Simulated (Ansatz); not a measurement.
**C3H5ClOSi: a changed input and its effect**

System: C3H5ClOSi, SMILES C#C[SiH](Cl)OC.
Method of run A: RKS r2SCAN-D4/def2-TZVPP (Ansatz 0.2.0).

The geometry comes from this level: PBE0-D4/def2-TZVP. Text and figures count atoms from 1; the logs count them from 0 in places.

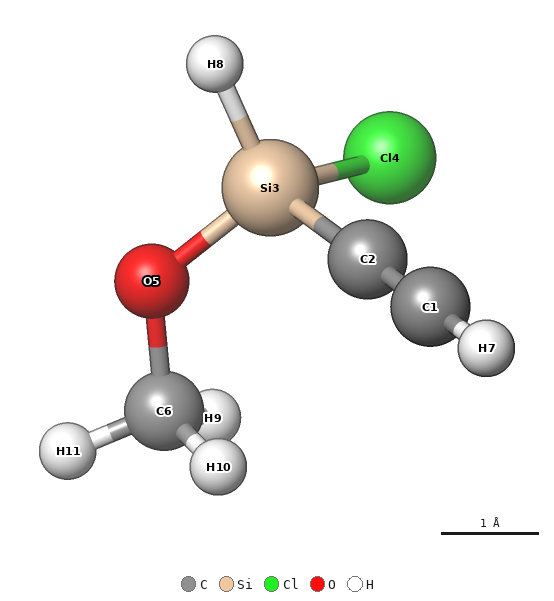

**Figure 1.** The structure as given in the input (ball-and-stick view, seen at a tilt; atoms are numbered from 1 in the order of the input).

## Input, run A
```yaml
crystal:
  periodic: [false, false, false]
  atoms:
    - {symbol: C, position_ang: [-0.937285, 0.743006, 2.377566]}
    - {symbol: C, position_ang: [-0.126747, 0.303682, 1.600352]}
    - {symbol: Si, position_ang: [1.107561, -0.328452, 0.422793]}
    - {symbol: Cl, position_ang: [1.001809, -2.376292, 0.490917]}
    - {symbol: O, position_ang: [0.810508, 0.214946, -1.074913]}
    - {symbol: C, position_ang: [-0.413669, 0.065896, -1.766271]}
    - {symbol: H, position_ang: [-1.652603, 1.128152, 3.068273]}
    - {symbol: H, position_ang: [2.470804, 0.092468, 0.777414]}
    - {symbol: H, position_ang: [-0.600121, -0.985091, -2.005366]}
    - {symbol: H, position_ang: [-1.250662, 0.451332, -1.175588]}
    - {symbol: H, position_ang: [-0.344296, 0.633354, -2.694576]}
basis:
  gaussian: {orbitals: def2-TZVPP}
hamiltonian: {xc: r2scan, dispersion: d4}
output: {forces: true, orbitals: {seedname: orbitals}}
```

Hardware: 4 CPU threads, shared host.

## Output (run A)
```
Functional definition: r2SCAN
  parameter k0 = 0.174
  parameter k1 = 0.065
  parameter a1 = 4.9479
  exchange = r2scan_x(k0 = k0, k1 = k1, a1 = a1)
  correlation = r2scan_c
1568 factors; their error is unknown
mean field evaluation 1: about -25627.9490 eV, gradient 7.2e1 eV
mean field evaluation 2: about -25611.5234 eV, gradient 1.1e2 eV
mean field evaluation 4: about -25638.8166 eV, gradient 7.3e0 eV
mean field evaluation 8: about -25638.9295 eV, gradient 3.5e-1 eV
mean field evaluation 16: about -25638.8921 eV, gradient 6.8e-3 eV
mean field -25638.89210713 eV, -942.2119062718 hartree, gradient 4.2e-5 eV, S^2 0.000000; 0 other end points of the search recorded, 0 dependent functions left out
the calculation of the forces begins
reference -25638.89212008 eV, -942.2119067478 hartree; 31, 31 occupied and 247, 247 virtual orbitals, 1568 factors
Total energy: -25638.96390447 eV, -942.2145447755 hartree
Atom 0 at    -0.937285     0.743006     2.377566 Å, force    -0.272307     0.148974     0.258922 eV/Å
Atom 1 at    -0.126747     0.303682     1.600352 Å, force     0.268425    -0.132577    -0.243425 eV/Å
Atom 2 at     1.107561    -0.328452     0.422793 Å, force    -0.007705     0.056138     0.109443 eV/Å
Atom 3 at     1.001809    -2.376292     0.490917 Å, force     0.000230    -0.082309    -0.003770 eV/Å
Atom 4 at     0.810508     0.214946    -1.074913 Å, force     0.275918     0.068408     0.075587 eV/Å
Atom 5 at    -0.413669     0.065896    -1.766271 Å, force    -0.282010    -0.029408    -0.164970 eV/Å
Atom 6 at    -1.652603     1.128152     3.068273 Å, force     0.035698    -0.020253    -0.036670 eV/Å
Atom 7 at     2.470804     0.092468     0.777414 Å, force    -0.028345    -0.001488    -0.014450 eV/Å
Atom 8 at    -0.600121    -0.985091    -2.005366 Å, force     0.004066     0.007821     0.003789 eV/Å
Atom 9 at    -1.250662     0.451332    -1.175588 Å, force     0.007309    -0.003489    -0.002571 eV/Å
Atom 10 at    -0.344296     0.633354    -2.694576 Å, force    -0.001279    -0.011816     0.018114 eV/Å
Dipole moment:    -0.339594     0.244430     0.009017 e Å
```

For run B the input was changed thus:
```diff
-hamiltonian: {xc: r2scan, dispersion: d4}
+hamiltonian: {xc: pbe, dispersion: d4}
```

Predict how the results change.

The total energies belong to different models, so their difference says nothing on which is more stable or more accurate. The largest force goes from 0.404 to 1.004 eV/Å. The HOMO goes from −7.40 to −7.09 eV. The LUMO goes from −1.23 to −1.46 eV. The dipole moment goes from 2.01 to 1.92 D.

## Output (run B)
```
Functional definition: PBE
  parameter kappa = 0.804
  parameter beta = 0.06672455060314922
  exchange = pbe_x(kappa = kappa, mu = beta*pi^2/3)
  correlation = pbe_c(beta = beta)
1568 factors; their error is unknown
mean field evaluation 1: about -25613.9947 eV, gradient 7.9e1 eV
mean field evaluation 2: about -25578.8795 eV, gradient 1.5e2 eV
mean field evaluation 4: about -25627.3252 eV, gradient 1.2e1 eV
mean field evaluation 8: about -25627.6340 eV, gradient 1.2e-1 eV
mean field evaluation 16: about -25627.5913 eV, gradient 6.9e-3 eV
mean field -25627.59126706 eV, -941.7966080593 hartree, gradient 6.0e-5 eV, S^2 0.000000; 0 other end points of the search recorded, 0 dependent functions left out
the calculation of the forces begins
reference -25627.59131407 eV, -941.7966097868 hartree; 31, 31 occupied and 247, 247 virtual orbitals, 1568 factors
Total energy: -25627.87257752 eV, -941.8069460278 hartree
Atom 0 at    -0.937285     0.743006     2.377566 Å, force    -0.636077     0.347287     0.603502 eV/Å
Atom 1 at    -0.126747     0.303682     1.600352 Å, force     0.686683    -0.369501    -0.633055 eV/Å
Atom 2 at     1.107561    -0.328452     0.422793 Å, force     0.029281    -0.017406     0.397377 eV/Å
Atom 3 at     1.001809    -2.376292     0.490917 Å, force    -0.008688    -0.322817     0.022425 eV/Å
Atom 4 at     0.810508     0.214946    -1.074913 Å, force     0.359983     0.267550    -0.287321 eV/Å
Atom 5 at    -0.413669     0.065896    -1.766271 Å, force    -0.199635    -0.020281    -0.108859 eV/Å
Atom 6 at    -1.652603     1.128152     3.068273 Å, force    -0.143783     0.077067     0.137011 eV/Å
Atom 7 at     2.470804     0.092468     0.777414 Å, force     0.165908     0.065147     0.024665 eV/Å
Atom 8 at    -0.600121    -0.985091    -2.005366 Å, force    -0.058674    -0.220586    -0.060941 eV/Å
Atom 9 at    -1.250662     0.451332    -1.175588 Å, force    -0.195953     0.076090     0.109665 eV/Å
Atom 10 at    -0.344296     0.633354    -2.694576 Å, force     0.000955     0.117450    -0.204468 eV/Å
Dipole moment:    -0.325139     0.231104     0.001491 e Å
```

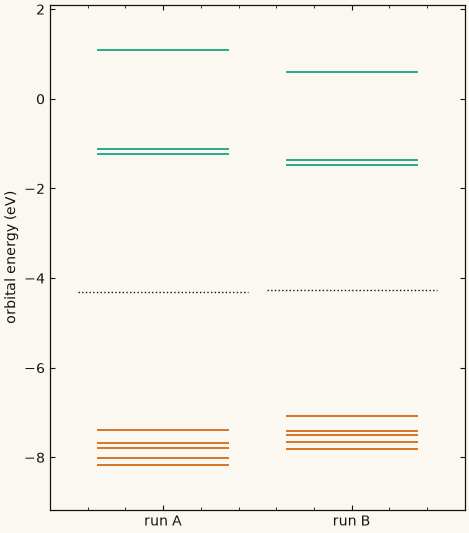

**Figure 2.** The five highest filled and three lowest empty orbital energies of the two runs; the dotted lines part filled from empty levels. The HOMO–LUMO gap is 6.16 eV in run A and 5.62 eV in run B.

## The two runs side by side

| quantity | run A | run B |
| --- | --- | --- |
| outcome | converged | converged |
| total energy (hartree) | −942.214545 | −941.806946 |
| HOMO (eV) | −7.40 | −7.09 |
| LUMO (eV) | −1.23 | −1.46 |
| dipole moment (D) | 2.01 | 1.92 |
| largest force (eV/Å) | 0.404 | 1.004 |
| basis functions | 278 | 278 |
| wall time (shared host) | 3.4 s | 2.3 s |
